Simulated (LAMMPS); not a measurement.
Molecular dynamics of a melt made from Cu (fcc), 2048 atoms, at 1220 K and 0 GPa, brought to that temperature within a few picoseconds.

Method: classical MD, pair style adp, file AlCu.adp, run in LAMMPS.

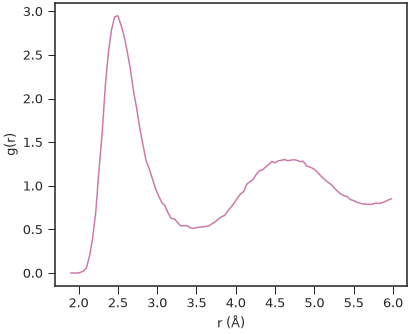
Figure. g(r) against r (Å)

Main features:
- state found: liquid
- first peak of g(r): 2.49 Å, height 2.9
- coordination number: 13.4 (counted to 3.54 Å)

Caution: this liquid lies under the melting point of about 1330 K that EAM-type AlCu.adp gives, so it is undercooled.
